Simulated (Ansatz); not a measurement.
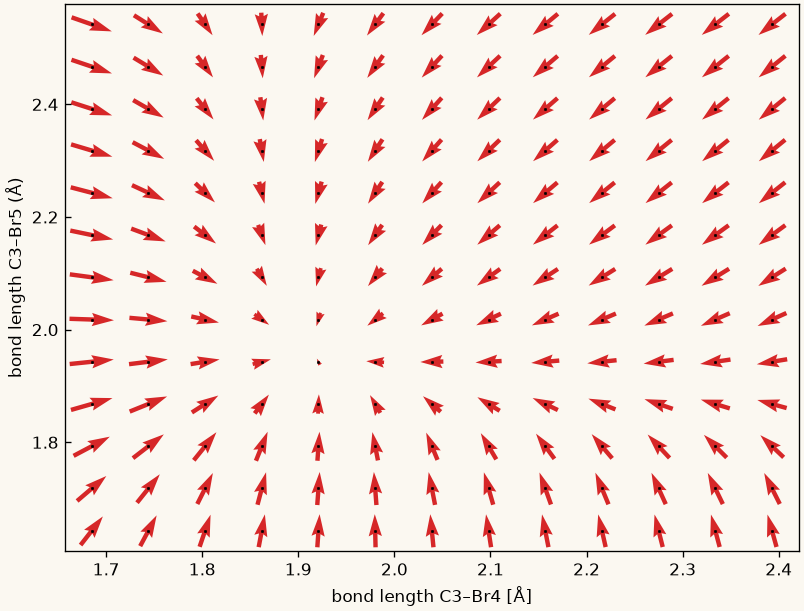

C2H2Br2S, SMILES S=CC(Br)Br. Coordinates scanned: (1) bond length C3–Br4; (2) bond length C3–Br5. Nothing is relaxed (all other coordinates rigid). The scan uses a 13 × 13 grid. Points are written as (first, second). Computed with Ansatz, RKS PBE0-D4/def2-SVP.

The picture shows dots at the grid points, arrows along the force (downhill), their lengths compressed.

Q: The arrows alone are given. Where is the energy lowest?

A: The arrows converge at about (1.914 Å, 1.956 Å) (read from the interpolated surface).

The energy map of the same scan:

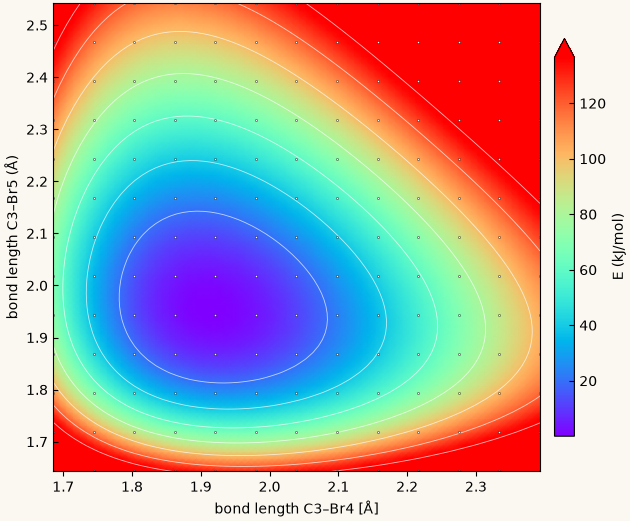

Energies are in kJ/mol, from the relaxed molecule at the same level; between grid points the surface is interpolated.
